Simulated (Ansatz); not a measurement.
# doublet CH2ClF+: levels of theory compared

We compute a comparison of 4 runs (U-r2SCAN/STO-3G, UCAM-B3LYP/STO-3G, UMP2/STO-3G, UCCSDT/STO-3G) of doublet CH2ClF+. 

The results are computed with Ansatz 0.2.0.

70 further runs of the same task are left out: 2 that didn't finish, 68 set aside as unsound or not needed.

## (1) The structure to begin with

CH2ClF+: 5 atoms, total charge +1, spin state doublet. As SMILES of the parent species, `FCCl`. Geometry: relaxed at PBE0-D4/def2-TZVP. That shape belongs to the parent species and isn't relaxed for this state.

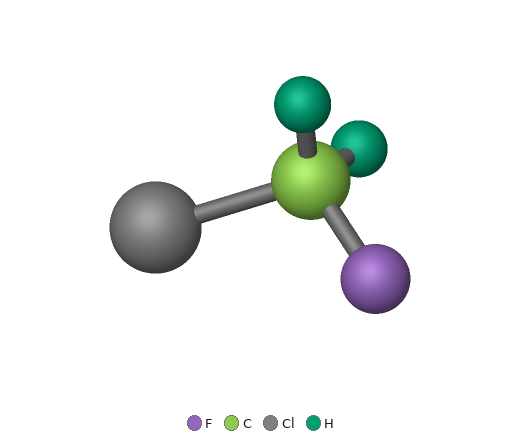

Viewed from a chosen angle; fluorine purple, carbon green, chlorine grey, hydrogen teal.

## (2) A single-point energy at U-r2SCAN/STO-3G (run 1)

job.yaml

```yaml
crystal:
  periodic: [false, false, false]
  atoms:
    - {symbol: F, position_ang: [-0.970450, 0.560520, 0.766500]}
    - {symbol: C, position_ang: [0.083560, 0.089320, 0.058070]}
    - {symbol: Cl, position_ang: [-0.422970, -1.232890, -0.998060]}
    - {symbol: H, position_ang: [0.832130, -0.302600, 0.745580]}
    - {symbol: H, position_ang: [0.477720, 0.885670, -0.572080]}
basis:
  gaussian: {orbitals: STO-3G}
total_charge: 1
hamiltonian: {xc: r2scan}
magnetization: {spin_polarized: true, initial_magnetization: 1}
accuracy: high
```

The run is started by

```bash
$ ansatz run job.yaml --threads 1 --pin off --max-ram 3480MiB --events-out events.jsonl --progress --plain --runs-dir runs
```

The program printed:

```text
Warning: RAYON_NUM_THREADS=1 ignored (pool sized by the plan → 1); use --threads N
Functional definition: r2SCAN
  name "r2SCAN"
  parameter k0 = 0.174
  parameter k1 = 0.065
  parameter a1 = 4.9479
  exchange = r2scan_x(k0 = k0, k1 = k1, a1 = a1)
  correlation = r2scan_c
375 factors; integrals over basis functions are off by at most 3.5e-8 eV
mean field evaluation 1: about -16107.3592 eV, gradient 1.4e1 eV
mean field evaluation 2: about -16090.0816 eV, gradient 5.7e1 eV
mean field evaluation 4: about -16107.3907 eV, gradient 1.3e1 eV
mean field evaluation 8: about -16108.8747 eV, gradient 1.4e-1 eV
mean field evaluation 16: about -16108.8749 eV, gradient 6.0e-5 eV
mean field evaluation 32: about -16107.8911 eV, gradient 6.2e-4 eV
mean field evaluation 64: about -16107.9699 eV, gradient 1.0e0 eV
mean field -16108.87487774 eV, -591.9902327695 hartree, gradient 7.7e-9 eV, S^2 0.751118; 10 other end points of the search recorded, 0 dependent functions left out
reference -16108.87487830 eV, -591.9902327900 hartree; 17, 16 occupied and 4, 5 virtual orbitals, 375 factors
Total energy: -16108.87487830 eV, -591.9902327900 hartree
```

It took 28 s on 1 thread of Arm Neoverse V1, shared host; peak memory 0.23 GiB.

## (3) A single-point energy at UCAM-B3LYP/STO-3G (run 2)

input.yaml

```yaml
crystal:
  periodic: [false, false, false]
  atoms:
    - {symbol: F, position_ang: [-0.970450, 0.560520, 0.766500]}
    - {symbol: C, position_ang: [0.083560, 0.089320, 0.058070]}
    - {symbol: Cl, position_ang: [-0.422970, -1.232890, -0.998060]}
    - {symbol: H, position_ang: [0.832130, -0.302600, 0.745580]}
    - {symbol: H, position_ang: [0.477720, 0.885670, -0.572080]}
basis:
  gaussian:
    orbitals: STO-3G
hamiltonian:
  xc: {name: CAM-B3LYP}
total_charge: 1
accuracy: high
magnetization:
  spin_polarized: true
  initial_magnetization: 1
```

The run is started by

```bash
$ ansatz run input.yaml --threads 1 --pin off --max-ram 3480MiB --events-out events.jsonl --progress --plain --runs-dir runs
```

The program printed, shortened:

```text
Warning: RAYON_NUM_THREADS=1 ignored (pool sized by the plan → 1); use --threads N
Functional definition: CAM-B3LYP
  name "CAM-B3LYP"
[...]
375 factors; integrals over basis functions are off by at most 3.5e-8 eV
157 factors; integrals over basis functions are off by at most 7.6e-10 eV
[...]
mean field -16107.76645581 eV, -591.9494990149 hartree, gradient 1.1e-8 eV, S^2 0.751108; 2 other end points of the search recorded, 0 dependent functions left out
reference -16107.76646769 eV, -591.9494994513 hartree; 17, 16 occupied and 4, 5 virtual orbitals, 375 factors
Total energy: -16107.76646769 eV, -591.9494994513 hartree
```

Wall time 2.9 s (1 thread of Arm Neoverse V1, shared host); peak memory 0.13 GiB.

Run 3 isn't shown in full; the table further down has it.

## (4) The energy at UCCSDT/STO-3G (run 4)

job.yaml: that of step 2 with these lines changed.

```diff
@@ -9,6 +9,13 @@
 basis:
-  gaussian: {orbitals: STO-3G}
+  gaussian:
+    orbitals: STO-3G
 total_charge: 1
-hamiltonian: {xc: r2scan}
-magnetization: {spin_polarized: true, initial_magnetization: 1}
+magnetization:
+  spin_polarized: true
+  initial_magnetization: 1
+correlation:
+  method: ccsdt
+  frozen_orbitals: {C: 1, Cl: 5, F: 1, H: 0}
 accuracy: high
+scf:
+  omitted_lower_state_checks: [cluster_reference, increment]
```

The run is started by

```bash
$ ansatz run job.yaml --threads 1 --pin off --max-ram 3480MiB --events-out events.jsonl --progress --plain --runs-dir runs
```

The program printed, shortened:

```text
Warning: RAYON_NUM_THREADS=1 ignored (pool sized by the plan → 1); use --threads N
Functional definition: HF
  name "HF"
[...]
375 factors; integrals over basis functions are off by at most 3.5e-8 eV
[...]
mean field -16076.61605041 eV, -590.8047427309 hartree, gradient 1.4e-8 eV, S^2 0.752868; 13 other end points of the search recorded, 0 dependent functions left out
7 core orbitals not correlated: weight in the atoms' cores, before any rotation towards them, 1.000 or more for the frozen orbitals, at most 0.000 for the correlated occupied ones
reference -16076.61605041 eV, -590.8047427309 hartree; 10, 9 occupied and 4, 5 virtual orbitals, 375 factors
second order -2.15715972 eV of doubles, -0.00000000 eV of singles
cycle   1  -2.55668059 eV  change   -4.0e-1 eV  update   7.8e-2
[...]
cycle  35  -3.15376441 eV  change  -3.6e-10 eV  update  6.5e-10
Total energy: -16079.76981482 eV, -590.9206414353 hartree
Checks for a lower state left out: cluster_reference, increment
```

Run time: 3.6 s. Hardware: 1 thread of Arm Neoverse V1, shared host; peak memory 0.12 GiB.

## (5) The series

| run | level | frozen core orbitals | energy (Eh) | ⟨S²⟩ | wall time |
| --- | --- | --- | --- | --- | --- |
| 1 | U-r2SCAN/STO-3G | – | -591.990233 | 0.751 | 28 s |
| 2 | UCAM-B3LYP/STO-3G | – | -591.949499 | 0.751 | 2.9 s |
| 3 | UMP2/STO-3G | 7 | -590.884017 | 0.753 | 0.62 s |
| 4 | UCCSDT/STO-3G | 7 | -590.920641 | 0.753 | 3.6 s |

## (6) What came out

```
                                          quantity          value
                               run 4: total energy  -590.92064 Eh
run 4: correlation energy (7 core orbitals frozen)     -115.9 mEh
          run 4: ⟨S²⟩ of the reference determinant          0.753
                              run 4: T1 diagnostic          0.081
```

What this shows: Totals of different functionals can't be ranked against each other. In runs 1, 2, 3, 4 the basis is minimal, so the values are rough. All runs together took 35 s, the longest 28 s.
